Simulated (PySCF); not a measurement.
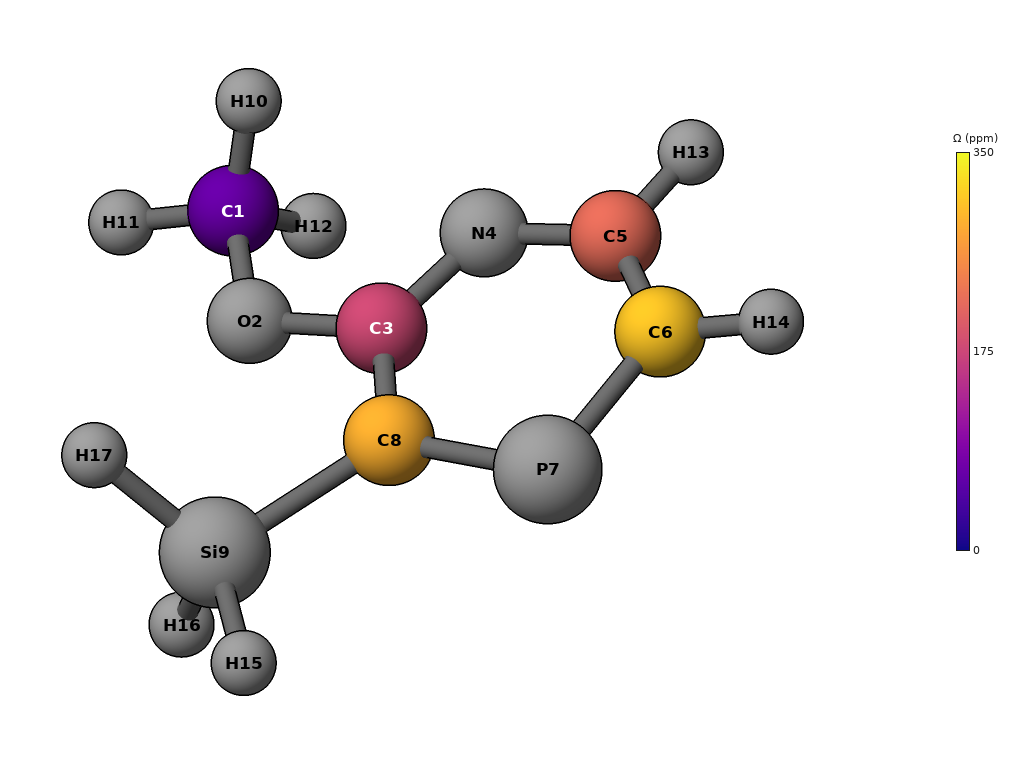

The C atoms are coloured by the span of their shielding tensor. The computed structure is the end point of a GFN2-xTB optimisation. No frequency run is at hand to confirm it as a minimum. Properties computed with GIAO PBE0/pcSseg-1 NMR shielding, non-relativistic, gas phase (PySCF 2.14.0). Principal shieldings σ11 ≤ σ22 ≤ σ33, span Ω = σ33 − σ11, skew κ = 3(σiso − σ22)/Ω.

Give the shielding tensors of the C atoms.

| atom | σ11 | σ22 | σ33 | σiso | Ω | κ |
| --- | --- | --- | --- | --- | --- | --- |
| C1 | 104.9 | 115.2 | 174.4 | 131.5 | 69.6 | 0.70 |
| C3 | −77.7 | 18.3 | 102.3 | 14.3 | 180.0 | −0.07 |
| C5 | −79.9 | 22.3 | 141.2 | 27.9 | 221.1 | 0.08 |
| C6 | −124.8 | 60.4 | 183.8 | 39.8 | 308.6 | −0.20 |
| C8 | −101.4 | 24.2 | 188.2 | 37.0 | 289.6 | 0.13 |

Shieldings and span in ppm.

The geometry is semi-empirical. Around P, Si such bond lengths and angles can be off by a tenth of an ångström or more and by several degrees, and values that hang on the shape move with them.
